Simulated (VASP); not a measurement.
Here is the system:

```
CELL_PARAMETERS angstrom
      4.46104     0.00000     0.00000
      0.00000     4.46104     0.00000
      0.00000     0.00000     6.23615
ATOMIC_POSITIONS crystal
  Te 0.50000 0.50000 0.00000
  Pb 0.00000 0.00000 0.00000
  Pb 0.50000 0.50000 0.50000
  S  0.00000 0.00000 0.50000
```

The numbers are results of r2SCAN meta-GGA, VASP's PBE PAW potentials (set 64) (plane waves; VASP), not measurements. Run with 400 eV cut-off, 6×6×4 Γ-centred mesh, tetrahedra with Blöchl corrections, potentials Te Pb_d S.

Unless said otherwise, spin-orbit coupling is left out, though it shifts the bands of the heavy elements here.

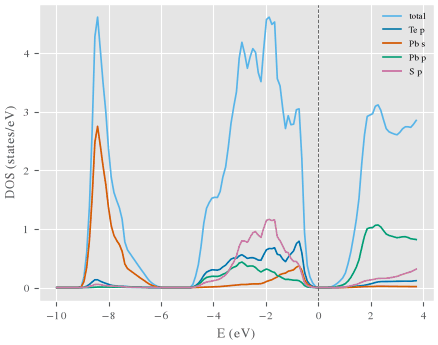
Total and projected density of states, zero at the valence-band maximum

Within 2 eV below the valence-band maximum the largest weight inside VASP's projection spheres is S p, then Te p.

The gap is direct, 0.33 eV, from the valence maximum at R to the conduction minimum at R.

The structure comes from a computed database's TePb2S entry (P4/mmm); how it stands against other phases isn't given here. It was relaxed first.
